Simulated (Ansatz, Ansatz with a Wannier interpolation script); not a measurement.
# Cs2PdCl4 (P4/mmm): quasiparticle bands by Wannier interpolation

G0W0 gives levels on a mesh alone; what do the bands of Cs2PdCl4 (P4/mmm) look like between the points?

Method: LDA, Wannier functions and G0W0, plane waves, PAW, in Ansatz 0.2.0.

### 1. Starting point

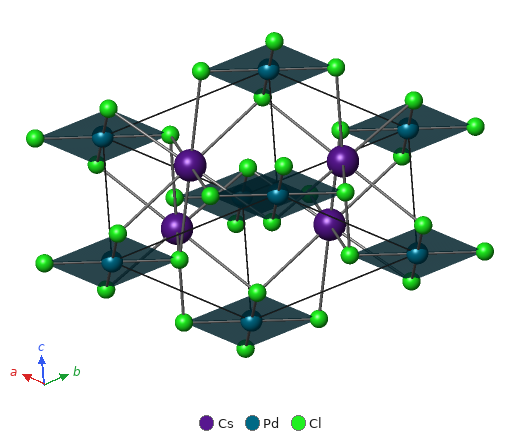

The cell as given, from a free direction (caesium purple, palladium blue, chlorine green). Some periodic images of atoms are drawn too.

The cell and positions come from the Crystallography Open Database and are kept as given unless a step says otherwise. Spin-orbit coupling is left out unless a step names it.

### 2. LDA bands

The cheap functional maps the bands first; the places of the edges decide which points the dearer methods must see.

This step: DFT, LDA, plane waves, PAW; PAW set soft_1.

The input, input.yaml:

```yaml
crystal:
  lattice:
    - [7.4158, 0.0, 0.0]
    - [0.0, 7.4158, 0.0]
    - [0.0, 0.0, 4.6792]
  atoms:
    - { symbol: Cs, position: [0.0, 0.5, 0.5] }
    - { symbol: Cs, position: [0.5, 0.0, 0.5] }
    - { symbol: Pd, position: [0.0, 0.0, 0.0] }
    - { symbol: Cl, position: [0.221, 0.221, 0.0] }
    - { symbol: Cl, position: [0.779, 0.221, 0.0] }
    - { symbol: Cl, position: [0.779, 0.779, 0.0] }
    - { symbol: Cl, position: [0.221, 0.779, 0.0] }
kpoints:
  mp_grid: { grid: [2, 2, 4] }
  band_path:
    path:
      - [[0.0, 0.0, 0.0], [0.0, 0.5, 0.0], [0.5, 0.5, 0.0], [0.0, 0.0, 0.0], [0.0, 0.0, 0.5], [0.0, 0.5, 0.5], [0.5, 0.5, 0.5], [0.0, 0.0, 0.5]]
      - [[0.0, 0.5, 0.0], [0.0, 0.5, 0.5]]
      - [[0.5, 0.5, 0.0], [0.5, 0.5, 0.5]]
    npoints: 10
hamiltonian:
  xc: lda
  pseudopotentials: { kind: paw, azcp: { folder: soft_1 }, xc_functional: pbe }
scf:
  occupations: { method: fermi_dirac, width: 0.02 }
  n_extra_bands: 136
output:
  eigenvalues: true
  fatbands: true
  write_density: true
  write_potential: true
  elf: true
  volumetric_format: npy
```

Run with:

```
$ ansatz run input.yaml --threads 4 --pin off --max-ram 18432MiB --backend cpu --events-out ev --progress --plain --runs-dir out
```

Numbers of over 12 decimals in the logs are rounded to 6 here.

The program printed:

```text
scf.n_extra_bands = 136 over 32 filled bands (N_el = 64.0): the run solves 168 bands
Engine: ansatz 0.2.0, aarch64-unknown-linux-gnu
Pseudopotentials: kind: paw
Pseudopotential: Cs, paw, valence charge 9, recommended cutoff 420 eV (normal), soft_1/Cs.paw.azcp
Pseudopotential: Pd, paw, valence charge 18, recommended cutoff 420 eV (normal), soft_1/Pd.paw.azcp
Pseudopotential: Cl, paw, valence charge 7, recommended cutoff 420 eV (normal), soft_1/Cl.paw.azcp
Functional definition: SPW92
  exchange = slater_x
  correlation = pw_c
Crystal: 7 atoms, lattice volume = 257.328 Å³
Basis set: ecut = 420 eV, 5047 PW (Γ)
Bands: 168, of which v1, the nominal top of the filled ones, is band 32 counted from 1 (31 counted from 0)
Symmetry: 16 space group operations
Space group: P4/mmm (ITA 123), of the structure as read, at distance tolerance 6.4e-5 Å
k-points: 9 of 16
Non-local potential: Cs, projectors of the file, l = 0: 3, l = 1: 2, l = 2: 2, l = 3: 2
Non-local potential: Pd, projectors of the file, l = 0: 2, l = 1: 2, l = 2: 2, l = 3: 1
Non-local potential: Cl, projectors of the file, l = 0: 2, l = 1: 2, l = 2: 1
PAW form: soft (Blöchl's): semilocal exchange-correlation on the pseudo side does not see the compensation charge
PAW frozen core: Cs, regenerated for the run's functional, and the local potential with it (the file was generated under x = pbe(κ = 0.804, μ = 0.219515), c = pbe(β = 0.066725))
PAW frozen core: Pd, regenerated for the run's functional, and the local potential with it (the file was generated under x = pbe(κ = 0.804, μ = 0.219515), c = pbe(β = 0.066725))
PAW frozen core: Cl, regenerated for the run's functional, and the local potential with it (the file was generated under x = pbe(κ = 0.804, μ = 0.219515), c = pbe(β = 0.066725))
PAW one-centre angular grid: Cs, 194 points (default); XC on 64 Gauss nodes
PAW one-centre angular grid: Pd, 590 points (default); XC on 64 Gauss nodes
PAW one-centre angular grid: Cl, 110 points (default); XC on 64 Gauss nodes
Initial density: superposition of atomic densities (chi_scale 0.1, normalization cell, long waves kept (reshape's long-wave potential 0.01 eV rms))
Initial wavefunctions: pseudopotential atomic-orbital guess
Functional: x = slater, c = lda
SCF iter   1: F=—  HF=-22045.679085 eV  |F-HF|=—  |Δ(HF+E_count)|=         —  Δρ=6.47e-2  dr2=1.93e1  ethr=3.10e-3  ⟨swp⟩=5.0  Hψ=6812  notcnv=0  defer=997
preconditioner: auto → Resta (q_TF=auto, 2.164 Å⁻¹)  ε∞=1.5  [insulator: Δε(μ)=0.917 eV  Ē_g=23.837 eV  σ=0.020 eV  W_gap=1.00  n_scr=46 (ndim 8)  ℏωp=16.7 eV  f_vac=0.116  D(μ)=0.00/eV (n_scr^D=0)  ε∞_Penn≈1.5]
SCF iter   2: F=—  HF=-22043.666928 eV  |F-HF|=—  |Δ(HF+E_count)|=    2.01e0  Δρ=6.10e-2  dr2=1.39e1  ethr=3.10e-3  ⟨swp⟩=3.0  Hψ=2104  notcnv=0  defer=1177
SCF iter   3: F=—  HF=-22040.830738 eV  |F-HF|=—  |Δ(HF+E_count)|=    2.84e0  Δρ=1.47e-2  dr2=4.89e-1  ethr=3.10e-3  ⟨swp⟩=3.0  Hψ=2107  notcnv=0  defer=1165
SCF iter   4: F=—  HF=-22040.636240 eV  |F-HF|=—  |Δ(HF+E_count)|=   1.94e-1  Δρ=4.78e-3  dr2=5.63e-2  ethr=7.63e-4  ⟨swp⟩=2.0  Hψ=1761  notcnv=0  defer=1165
SCF iter   5: F=—  HF=-22040.617072 eV  |F-HF|=—  |Δ(HF+E_count)|=   1.92e-2  Δρ=8.82e-4  dr2=2.53e-3  ethr=8.79e-5  ⟨swp⟩=2.1  Hψ=599  notcnv=0  defer=1166
SCF iter   6: F=—  HF=-22040.617770 eV  |F-HF|=—  |Δ(HF+E_count)|=   6.98e-4  Δρ=1.75e-4  dr2=1.67e-4  ethr=3.96e-6  ⟨swp⟩=1.9  Hψ=1838  notcnv=0  defer=1166
SCF iter   7: F=—  HF=-22040.617848 eV  |F-HF|=—  |Δ(HF+E_count)|=   7.84e-5  Δρ=3.48e-5  dr2=4.93e-6  ethr=2.60e-7  ⟨swp⟩=2.0  Hψ=530  notcnv=0  defer=1166
SCF iter   8: F=—  HF=-22040.617684 eV  |F-HF|=—  |Δ(HF+E_count)|=   1.65e-4  Δρ=7.76e-6  dr2=2.91e-7  ethr=7.70e-9  ⟨swp⟩=2.1  Hψ=536  notcnv=0  defer=1166
SCF iter   9: F=-22040.617684 eV  HF=-22040.617684 eV  |F-HF|=1.90e-8  |Δ(HF+E_count)|=   2.74e-7  Δρ=4.42e-6  dr2=6.03e-8  ethr=1.56e-10  ⟨swp⟩=13.7  Hψ=13098  notcnv=0
SCF 1 converged in 9 iterations: F = -22040.617684 eV  dr2 = 6.03e-8
[...]
NSCF: frozen V_eff on 93 k-points
SCF converged after 9 iterations
Free energy (F): -22040.617684 eV
Harris-Foulkes:  -22040.617684 eV  (|F-HF|=1.90e-8)
Internal energy: -22040.617684 eV  (E = F + TS)
E sigma→0 (E₀):  -22040.617684 eV
Fermi energy:    2.893492 eV
--- Per-component energies (eV) ---
  E_band       = -652.444593
  E_kinetic    = 1345.549138
  E_local      = -6642.630091  (includes V_loc(G=0)·N_el)
  E_nonlocal   = 558.750277
  E_hartree    = 2731.646284
  E_xc         = -917.747454
  E_vxc        = -913.185419  (∫ρ·V_xc dr)
  E_paw        = -15976.415953  (= ΣΔE_a)
  E_vpaw       = -464.225908  (= ΣTr[D̂ρ^β])
  E_aug_tail   = 0.000627  (compensation charges beyond the density's cutoff)
  E_ewald      = -3141.754333
  E_core_change = 1.983821  (= ΣΔE_core)
  E_smearing   = -0.000000  (= −TS)
  E_closure    = 0.000000  (closes the sum)
  Σ components = -22040.617684   (vs F -22040.617684, Δ=0.00e0)
--- Band table (eV; the first three rows and the last of 9) ---
  k-point 0: bands = [... 28 lower, 1.4668, 1.5479, 1.9972, 1.9972, 4.2281, 5.8601, 7.1575, 8.0618, ... 132 higher]
  k-point 1: bands = [... 28 lower, 1.6884, 1.7083, 2.0148, 2.0148, 4.2363, 6.4990, 7.0265, 8.1474, ... 132 higher]
  k-point 2: bands = [... 28 lower, 1.8824, 1.8986, 2.0354, 2.0354, 4.2445, 6.3066, 7.7371, 8.0813, ... 132 higher]
  k-point 8: bands = [... 28 lower, 1.8178, 1.8799, 1.8799, 1.9369, 3.7240, 7.2630, 8.7417, 8.7417, ... 132 higher]
```

The job ended after 66 s (4 threads of Arm Neoverse V2, shared host; peak memory 2.2 GiB).

The column dr2 measures how far the density is from self-consistency, as an energy; F and HF (Harris–Foulkes) agree once it is small.

Numbers from this step:

```yaml
filled_bands: 32
gap: 1.626 eV
valence_top_at: M
conduction_bottom_at: M
least_direct_gap: 1.626 eV
```

The gap is direct, at (0.500, 0.500, 0.000).

Electronic bands along the path, in eV, zero at the top of the highest nominally filled band:

```csv
point,band 29,band 30,band 31,band 32,band 33,band 34,band 35,band 36
Γ,-0.61,-0.53,-0.08,-0.08,2.15,3.78,5.08,5.98
X,-0.56,-0.34,-0.05,-0.04,1.95,4.94,4.95,5.91
M,-0.51,-0.09,0.00,0.00,1.63,5.28,5.28,5.79
Γ,-0.61,-0.53,-0.08,-0.08,2.15,3.78,5.08,5.98
Z,-0.20,-0.18,-0.04,-0.04,2.17,4.23,5.66,6.00
R,-0.26,-0.14,-0.13,-0.12,1.96,4.78,5.72,6.48
A,-0.26,-0.20,-0.20,-0.14,1.65,5.18,6.66,6.66
Z,-0.20,-0.18,-0.04,-0.04,2.17,4.23,5.66,6.00
jump to X,-0.56,-0.34,-0.05,-0.04,1.95,4.94,4.95,5.91
R,-0.26,-0.14,-0.13,-0.12,1.96,4.78,5.72,6.48
jump to M,-0.51,-0.09,0.00,0.00,1.63,5.28,5.28,5.79
A,-0.26,-0.20,-0.20,-0.14,1.65,5.18,6.66,6.66
```

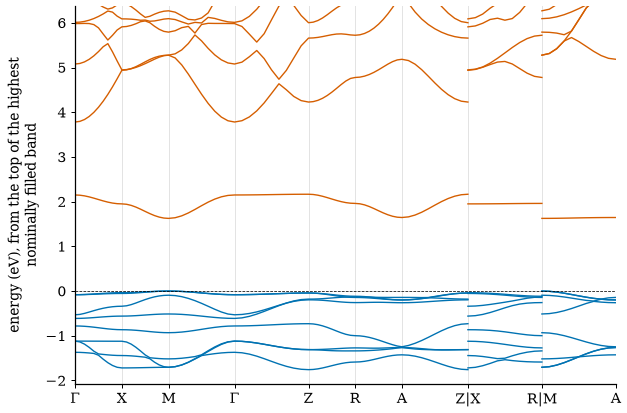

Electronic bands along the path; lines of filled and empty bands in two colours.

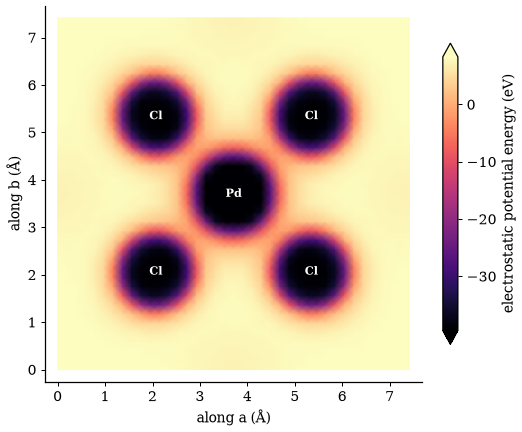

Electrostatic potential energy in the ab plane at fractional z = 0.000, with atoms of Pd and Cl within 0.2 Å of it. With pseudopotentials it is smooth inside the atoms' cores, unlike the true potential. The map starts off the cell's origin, so that atoms lie inside it.

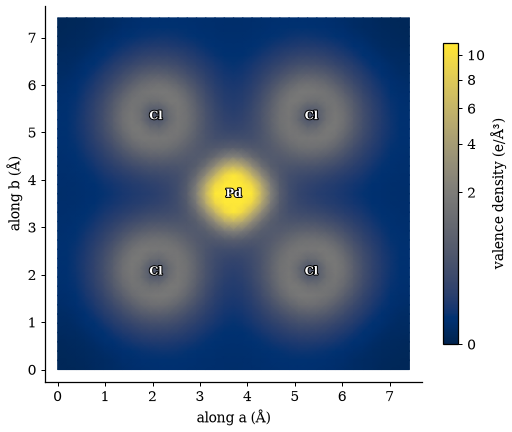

Valence density in the ab plane at fractional z = 0.000, with atoms of Pd and Cl within 0.2 Å of it. It is the smooth field of the valence electrons, not physical close to the nuclei. The map starts off the cell's origin, so that atoms lie inside it. The colour scale is stretched toward low values.

### 3. Wannier functions (Cl:3p Pd:4d) on 4×4×8

Localised functions give a small Hamiltonian that interpolates between mesh points at no cost.

This step: maximally localised Wannier functions, LDA, plane waves, PAW; PAW set soft_1.

input.yaml, the sections that differ from step 2:

```yaml
kpoints:
  mp_grid: { grid: [2, 2, 4] }
scf:
  occupations: { method: fixed }
  n_extra_bands: 136
output:
  wannier:
    kmesh: [4, 4, 8]
    projections: [{ species: Cl, l: p, shell: 3 }, { species: Pd, l: d, shell: 4 }]
    minimise: true
    write_hr: true
    seedname: w
    conv_tol: 1.0e-06
    max_iter: 20000
    stability_check: false
    disentanglement:
      window: [-2.36, 7.2]
      frozen_window: [-2.36, 4.2]
      conv_tol: 1.0e-08
# crystal, hamiltonian: as in step 2
```

The program printed:

```text
[...]
Crystal: 7 atoms, lattice volume = 257.328 Å³
Basis set: ecut = 420 eV, 5047 PW (Γ)
Bands: 168, of which v1, the nominal top of the filled ones, is band 32 counted from 1 (31 counted from 0)
Symmetry: 16 space group operations
[...]
k-points: 9 of 16
[...]
SCF iter   1: F=—  HF=-22045.679313 eV  |F-HF|=—  |Δ(HF+E_count)|=         —  Δρ=6.48e-2  dr2=1.93e1  ethr=3.10e-3  ⟨swp⟩=4.2  Hψ=5382  notcnv=0  defer=1192
[...]
SCF iter   9: F=-22040.617684 eV  HF=-22040.617684 eV  |F-HF|=5.22e-8  |Δ(HF+E_count)|=   1.81e-7  Δρ=3.96e-6  dr2=4.83e-8  ethr=1.56e-10  ⟨swp⟩=14.8  Hψ=14768  notcnv=0
SCF 1 converged in 9 iterations: F = -22040.617684 eV  dr2 = 4.83e-8
[...]
NSCF: frozen V_eff on 34 k-points
the Wannier pass solved 34 of the 128 points of its mesh, and has the states at the others by symmetry: states obtained by the crystal's operations at points that were solved too leave a residual of 5.98e-13 eV (read by the count's bands and the next), within 6.67e-6 eV
SCF converged after 9 iterations
Free energy (F): -22040.617684 eV
[...]
Internal energy: -22040.617684 eV  (E = F + TS)
E sigma→0 (E₀):  -22040.617684 eV
Fermi energy:    2.078580 eV
[...]
--- Band table (eV; the first three rows and the last of 9) ---
  k-point 0: bands = [... 28 lower, 1.4668, 1.5479, 1.9972, 1.9972, 4.2281, 5.8600, 7.1575, 8.0617, ... 132 higher]
  k-point 1: bands = [... 28 lower, 1.6884, 1.7083, 2.0148, 2.0148, 4.2363, 6.4989, 7.0265, 8.1474, ... 132 higher]
  k-point 2: bands = [... 28 lower, 1.8823, 1.8986, 2.0354, 2.0354, 4.2445, 6.3065, 7.7370, 8.0812, ... 132 higher]
  k-point 8: bands = [... 28 lower, 1.8178, 1.8799, 1.8799, 1.9369, 3.7240, 7.2630, 8.7417, 8.7417, ... 132 higher]
Wannier search: line search 1 of at most 20000: gauge-dependent spread (as the search counts it) 0.5130882 Å², largest recent change 6.6e-2 Å² against conv_tol 1.0e-6 Å², 0 stops escaped
```

Run time: 68 s. Hardware: 4 threads; peak memory 2.2 GiB; 4.5 min of CPU time.

Numbers from this step:

| Property | Result |
| --- | --- |
| gauge-invariant spread | 25.06 Å² |
| diagonal spread | 1.25e-4 Å² |
| off-diagonal spread | 0.4253 Å² |
| total spread | 25.48 Å² |
| least projectability | 0.8020 |
| localisation steps | 23 |
| disentanglement steps | 3 |
| r.m.s. interpolation error | 4.41e-5 eV |
| r.m.s. error near the gap | 5.53e-5 eV |

Near the gap the model misses directly solved bands by 0.1 meV r.m.s. and by 1 meV at most in the window tested. This tests the starting bands, not the corrections carried with them.

Wannier functions, by row:

```csv
function,x (Å),y (Å),z (Å),spread (Å²),nearest atom,distance (Å)
1,1.63,1.63,0,1.788,Cl4,0.013
2,1.674,1.589,0,1.671,Cl4,0.061
3,1.589,1.674,0,1.671,Cl4,0.061
4,5.786,1.63,0,1.788,Cl5,0.013
5,5.741,1.589,0,1.671,Cl5,0.061
6,5.827,1.674,0,1.671,Cl5,0.061
7,5.786,5.786,0,1.788,Cl6,0.013
8,5.741,5.827,0,1.671,Cl6,0.061
9,5.827,5.741,0,1.671,Cl6,0.061
10,1.63,5.786,0,1.788,Cl7,0.013
11,1.674,5.827,0,1.671,Cl7,0.061
12,1.589,5.741,0,1.671,Cl7,0.061
13,0,0,0,1.102,Pd3,0
14,0,0,0,0.882,Pd3,0
15,0,0,0,0.882,Pd3,0
16,0,0,0,0.943,Pd3,0
17,0,0,0,1.156,Pd3,0
```

Frozen up to 2.13 eV; above it the model need not follow the bands. Electronic bands along the path, in eV, zero at the valence-band top:

```csv
point,band 29,band 30,band 31,band 32,band 33
Γ,-0.61,-0.53,-0.08,-0.08,2.15
X,-0.56,-0.34,-0.05,-0.04,1.95
M,-0.51,-0.09,0.00,0.00,1.63
Γ,-0.61,-0.53,-0.08,-0.08,2.15
Z,-0.20,-0.18,-0.04,-0.04,2.17
R,-0.26,-0.14,-0.13,-0.12,1.96
A,-0.26,-0.20,-0.20,-0.14,1.65
Z,-0.20,-0.18,-0.04,-0.04,2.17
jump to X,-0.56,-0.34,-0.05,-0.04,1.95
R,-0.26,-0.14,-0.13,-0.12,1.96
jump to M,-0.51,-0.09,0.00,0.00,1.63
A,-0.26,-0.20,-0.20,-0.14,1.65
```

The same for Kohn-Sham, solved directly:

```csv
point,band 29,band 30,band 31,band 32,band 33
Γ,-0.61,-0.53,-0.08,-0.08,2.15
X,-0.56,-0.34,-0.05,-0.04,1.95
M,-0.51,-0.09,0.00,0.00,1.63
Γ,-0.61,-0.53,-0.08,-0.08,2.15
Z,-0.20,-0.18,-0.04,-0.04,2.17
R,-0.26,-0.14,-0.13,-0.12,1.96
A,-0.26,-0.20,-0.20,-0.14,1.65
Z,-0.20,-0.18,-0.04,-0.04,2.17
X,-0.56,-0.34,-0.05,-0.04,1.95
R,-0.26,-0.14,-0.13,-0.12,1.96
M,-0.51,-0.09,0.00,0.00,1.63
A,-0.26,-0.20,-0.20,-0.14,1.65
```

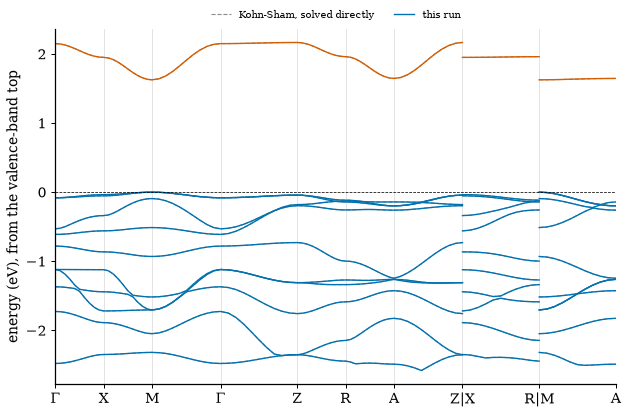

Electronic bands along the path; lines of filled and empty bands in two colours; dashed: Kohn-Sham, solved directly.

[end of part 1 of 2]

[Paths, hosts, dates, memory and timing lines, banners, echoed tables and standing remarks are left out of the program output.]

[Logs are printed without paths, hosts, clocks, repeated set-up lines and the standing remarks that a program may print on its own settings, such as how far it seeks lower states.]

[Runs of the session that timed out or met a known fault of the program may be left out.]

[Hosts, paths, dates, database ids (printed as entryN), source tags and the programs' standing remarks are cut or masked in the printed files.]
